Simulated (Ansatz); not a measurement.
## Run report: Ti12NO23, field-gradient calculation (part 1 of 4)

- system: Ti12NO23 (defect cell, 36 atoms in the cell)
- method: DFT, PBE, plane-wave PAW, default files, scalar-relativistic, spin-polarised (Ansatz 0.2.0)

The structure derives from an entry of the Crystallography Open Database. It belongs to a series of runs on one base structure; here: N on a O site, charge +0, host positions. Figures and captions count atoms from 1; the log counts them from 0 in places.

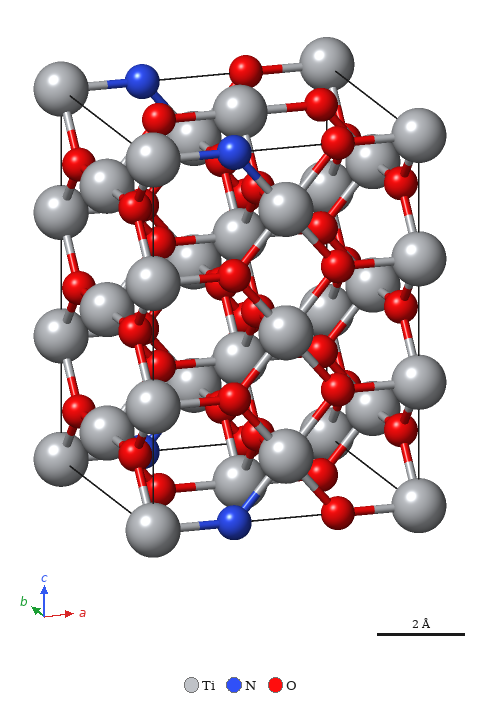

Figure 1. The structure as given in the input (ball-and-stick view of the cell of the calculation, seen slightly off an axis). Near neighbours in the crystal (not all of them lie inside the picture): Ti has 1 N at 1.95 to 1.98 Å and 5 O at 1.95 to 1.98 Å; Ti has 6 O at 1.95 to 1.98 Å; N has 3 Ti at 1.95 to 1.98 Å; O has 3 Ti at 1.95 to 1.98 Å.

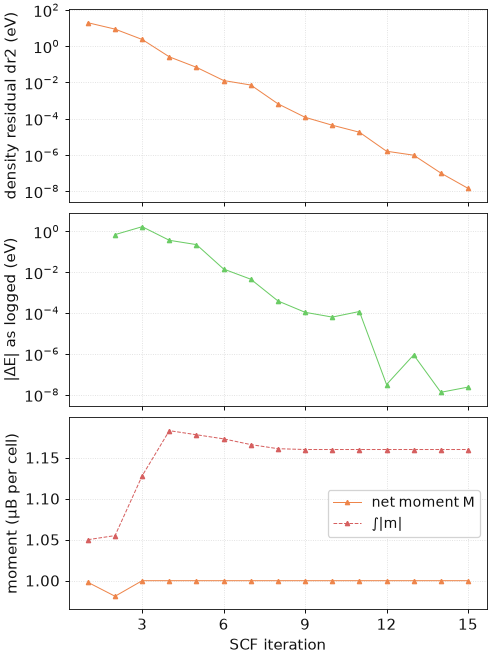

Figure 2. Convergence of the self-consistent field: density residual dr2, size of the energy change and magnetic moment against the SCF iteration. The residual falls at every step. The net moment stays at 1.0 μB per cell.

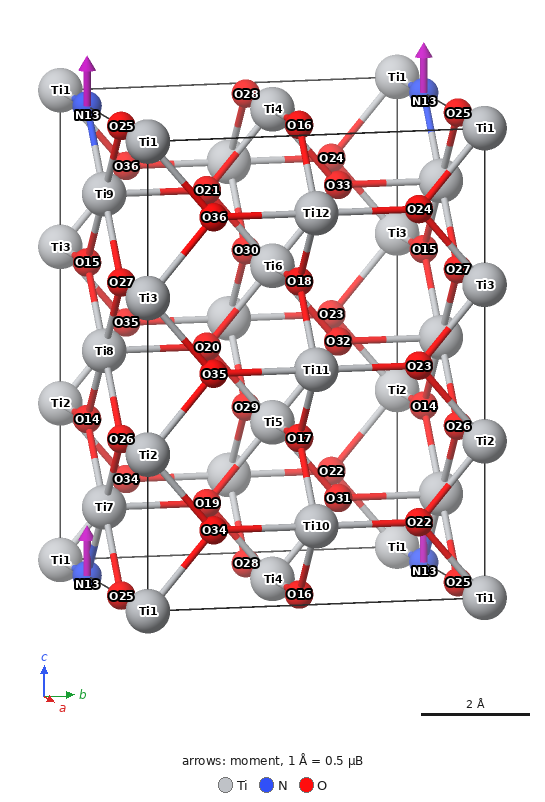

Figure 3. Magnetic moments of the sites as pink arrows (ball-and-stick view of the cell of the calculation, seen slightly off an axis; atoms are numbered from 1 in the order of the input); small moments hardly show. The run is collinear, so the axis drawn is arbitrary. Site moments: N13 (0.48 μB). They are counted near the atoms and needn't add up to the moment of the cell.

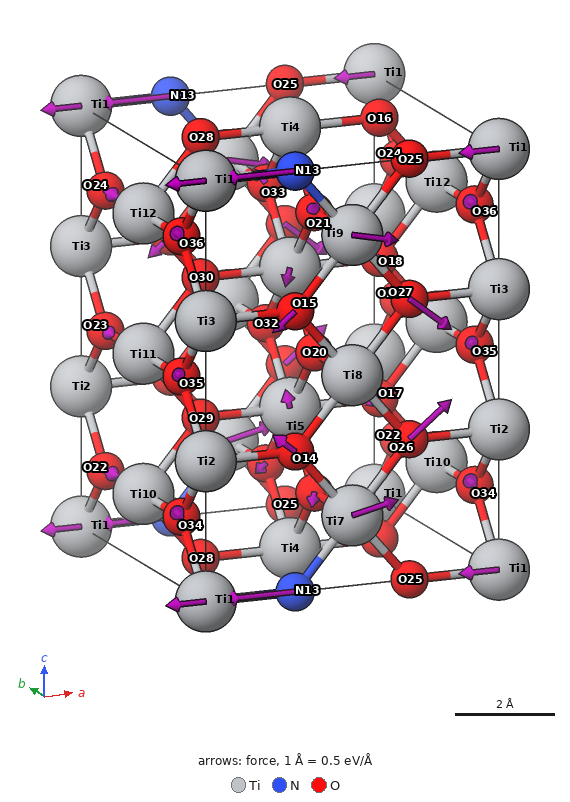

Figure 4. Forces on the atoms as pink arrows (ball-and-stick view of the cell of the calculation, seen slightly off an axis; atoms are numbered from 1 in the order of the input); the smallest are left out. The largest act on N13 (0.81 eV/Å); O26, O27 (0.61 eV/Å); Ti7, Ti9 (0.54 eV/Å); Ti1 (0.46 eV/Å), among others. The geometry is not a stationary point of this energy.

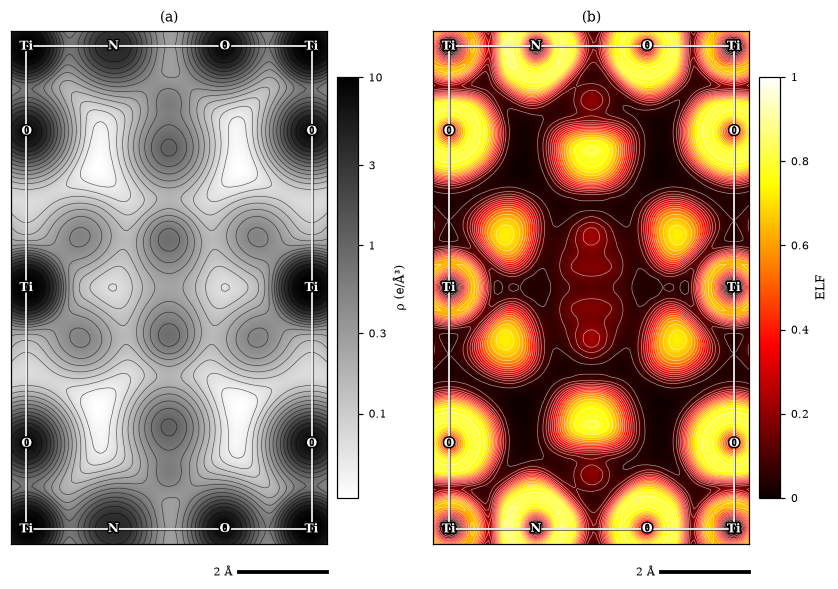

Figure 5. (a) valence electron density; (b) electron localisation function on the (011̄) plane of the calculation cell. The plane passes through Ti, N and O nuclei. Ti–O (1.95 Å): ρ is about 0.73 e/Å³ halfway; the ELF is about 0.20 at the midpoint. Away from the nuclei the density in this plane falls to 0.03 e/Å³ at its lowest. The strong features right at Ti lie inside the PAW spheres (semicore, d or f shells) and say nothing about bonding. In a PAW calculation such maps are meaningful between the atoms, not at the nuclei.

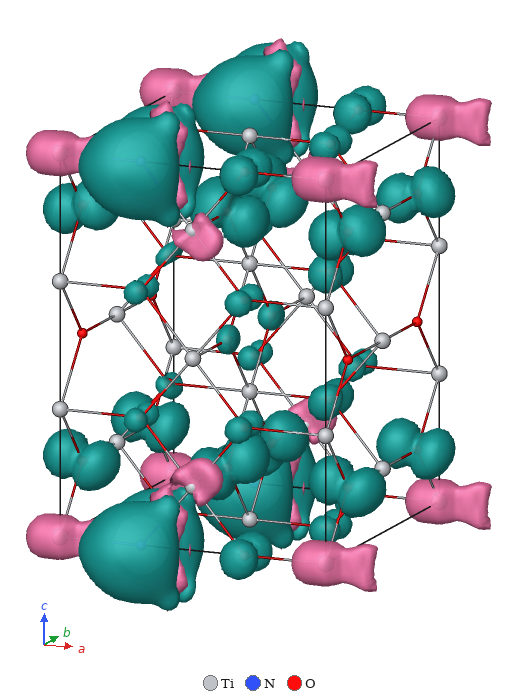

Figure 6. Isosurfaces of the spin density (up minus down) at +0.006 (teal) and −0.006 e/Å³ (pink), seen slightly off an axis. Sticks mark near contacts. The outline is the calculation cell. The spin density sits on N: +0.5 μB in one cell of 36 atoms: a single local moment. The cell of the calculation (36 atoms) carries 1.0 μB net.

These pictures come from the run below.

### Input file
```yaml
crystal:
  lattice:
    - [4.5922, 4.5922, 0.0]
    - [-4.5922, 4.5922, 0.0]
    - [0.0, 0.0, 8.8722]
  atoms:
    - { symbol: Ti, position: [0.0, 0.0, 0.0] }
    - { symbol: Ti, position: [0.0, 0.0, 0.3333333333] }
    - { symbol: Ti, position: [0.0, 0.0, 0.6666666667] }
    - { symbol: Ti, position: [0.5, 0.5, 0.0] }
    - { symbol: Ti, position: [0.5, 0.5, 0.3333333333] }
    - { symbol: Ti, position: [0.5, 0.5, 0.6666666667] }
    - { symbol: Ti, position: [0.5, 0.0, 0.1666666667] }
    - { symbol: Ti, position: [0.5, 0.0, 0.5] }
    - { symbol: Ti, position: [0.5, 0.0, 0.8333333333] }
    - { symbol: Ti, position: [0.0, 0.5, 0.1666666667] }
    - { symbol: Ti, position: [0.0, 0.5, 0.5] }
    - { symbol: Ti, position: [0.0, 0.5, 0.8333333333] }
    - { symbol: "N", position: [0.30496, 0.0, 0.0], spin: 1.0 }
    - { symbol: O, position: [0.30496, 0.0, 0.3333333333] }
    - { symbol: O, position: [0.30496, 0.0, 0.6666666667] }
    - { symbol: O, position: [0.80496, 0.5, 0.0] }
    - { symbol: O, position: [0.80496, 0.5, 0.3333333333] }
    - { symbol: O, position: [0.80496, 0.5, 0.6666666667] }
    - { symbol: O, position: [0.5, 0.30496, 0.1666666667] }
    - { symbol: O, position: [0.5, 0.30496, 0.5] }
    - { symbol: O, position: [0.5, 0.30496, 0.8333333333] }
    - { symbol: O, position: [0.0, 0.80496, 0.1666666667] }
    - { symbol: O, position: [0.0, 0.80496, 0.5] }
    - { symbol: O, position: [0.0, 0.80496, 0.8333333333] }
    - { symbol: O, position: [0.69504, 0.0, 0.0] }
    - { symbol: O, position: [0.69504, 0.0, 0.3333333333] }
    - { symbol: O, position: [0.69504, 0.0, 0.6666666667] }
    - { symbol: O, position: [0.19504, 0.5, 0.0] }
    - { symbol: O, position: [0.19504, 0.5, 0.3333333333] }
    - { symbol: O, position: [0.19504, 0.5, 0.6666666667] }
    - { symbol: O, position: [0.5, 0.69504, 0.1666666667] }
    - { symbol: O, position: [0.5, 0.69504, 0.5] }
    - { symbol: O, position: [0.5, 0.69504, 0.8333333333] }
    - { symbol: O, position: [0.0, 0.19504, 0.1666666667] }
    - { symbol: O, position: [0.0, 0.19504, 0.5] }
    - { symbol: O, position: [0.0, 0.19504, 0.8333333333] }
magnetization:
  spin_polarized: true
kpoints:
  mp_grid: { grid: [3, 3, 2] }
scf:
  occupations: { method: fermi_dirac, width: 0.01 }
hamiltonian:
  xc: pbe
  pseudopotentials: { kind: paw }
output:
  forces: true
  stress: true
  populations: true
  efg:
    quadrupole_moments_barn: { Ti: 0.247, "N": 0.02044, O: -0.02558 }
    contact_densities: true
  write_density: true
  write_potential: true
  elf: true
  volumetric_format: npy
```

Launch command:
```bash
ansatz run input.yaml --threads 4 --pin off --max-ram 8192MiB --backend cpu --events-out ev --progress --plain --runs-dir out
```

### Output
```
Engine: ansatz 0.2.0, aarch64-unknown-linux-gnu
Pseudopotentials: kind: paw
Pseudopotential: Ti, paw, valence charge 12, recommended cutoff 420 eV (normal), Ti.paw.azcp
Pseudopotential: N, paw, valence charge 5, recommended cutoff 420 eV (normal), N.paw.azcp
Pseudopotential: O, paw, valence charge 6, recommended cutoff 420 eV (normal), O.paw.azcp
Functional definition: PBE
  parameter kappa = 0.804
  parameter beta = 0.06672455060314922
  exchange = pbe_x(kappa = kappa, mu = beta*pi^2/3)
  correlation = pbe_c(beta = beta)
Crystal: 36 atoms, lattice volume = 374.199 Å³
Basis set: ecut = 420 eV, 7337 PW (Γ), exchange–correlation on 90×90×120 points (8 copies of the dense FFT grid, shifted against one another)
Bands: 180, of which v1, the nominal top of the filled ones, is band 144 counted from 1 (143 counted from 0)
Symmetry: 4 space group operations
Space group: Pmm2 (ITA 25), of the structure as read, at distance tolerance 7.2e-5 Å
Magnetic group: BNS 25.57 (UNI 155), of the structure as read, at distance tolerance 7.2e-5 Å
k-points: 8 of 18 (time reversal used)
Non-local potential: Ti, projectors of the file, l = 0: 3, l = 1: 2, l = 2: 3, l = 3: 1
Non-local potential: N, projectors of the file, l = 0: 2, l = 1: 2, l = 2: 1
Non-local potential: O, projectors of the file, l = 0: 2, l = 1: 2, l = 2: 1
PAW form: soft (Blöchl's): semilocal exchange-correlation on the pseudo side does not see the compensation charge
PAW one-centre angular grid: Ti, 590 points (default); XC on 64 Gauss nodes
PAW one-centre angular grid: N, 110 points (default); XC on 64 Gauss nodes
PAW one-centre angular grid: O, 110 points (default); XC on 64 Gauss nodes
Initial density: superposition of atomic densities (chi_scale 0.1, normalization cell, long waves kept (reshape's long-wave potential 0.24 eV rms))
Starting moments: Σ|m| = 1 μB on 1 of 36 sites
Initial wavefunctions: pseudopotential atomic-orbital guess
Functional: x = pbe(κ = 0.804, μ = 0.2195149727645171), c = pbe(β = 0.06672455060314922)
```
